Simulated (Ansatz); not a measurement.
```xyz
7

B     0.5104   -0.5585   -1.4624
F     1.7298   -0.5860   -1.9751
F    -0.4887   -0.7317   -2.3145
Si    0.1490   -0.2681    0.5175
H     1.4161   -0.1057    1.2887
H    -0.6957    0.9536    0.6911
H    -0.6132   -1.4358    1.0576
```

Geometry: r2SCAN-D4/def2-SVP.

The calculation used isolated molecule in a Gaussian basis; Kohn-Sham density functional theory, functional PBE0 (Ansatz 0.2.0).

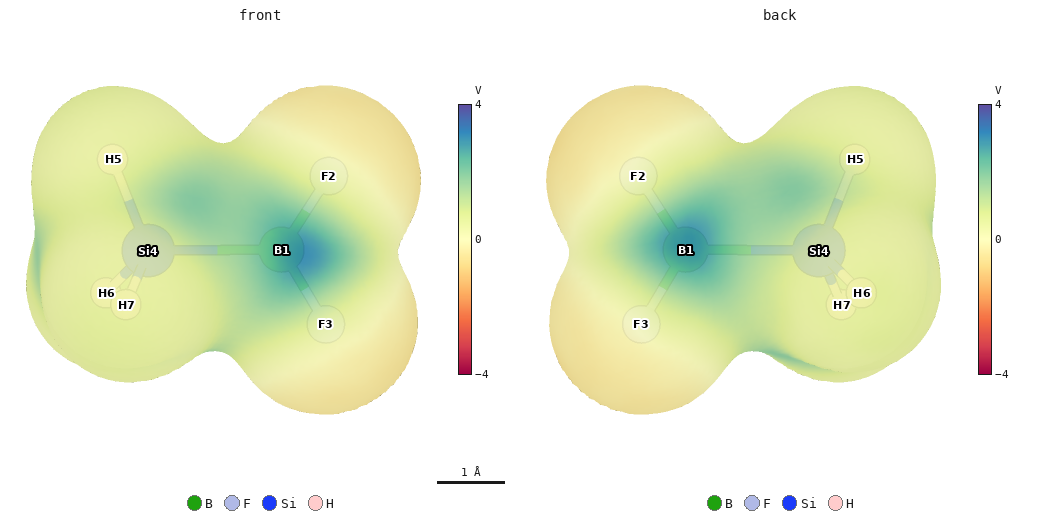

BF2H3Si (SMILES FB(F)[SiH3]). The molecular electrostatic potential painted on the density surface at 0.004 e/bohr³, seen from the front and from behind; the colour scale runs from red (negative) to blue (positive).

Question: Which sites attract a positive test charge, and which a negative one?

Answer: A positive charge is drawn to the negative regions and a negative charge to the positive ones. The most negative region (about −0.6 V) lies over F2 and F3, the most positive (about +3.0 V) over B1.

Question: How polar is the molecule by this calculation?

Answer: Its dipole moment is 0.96 D.
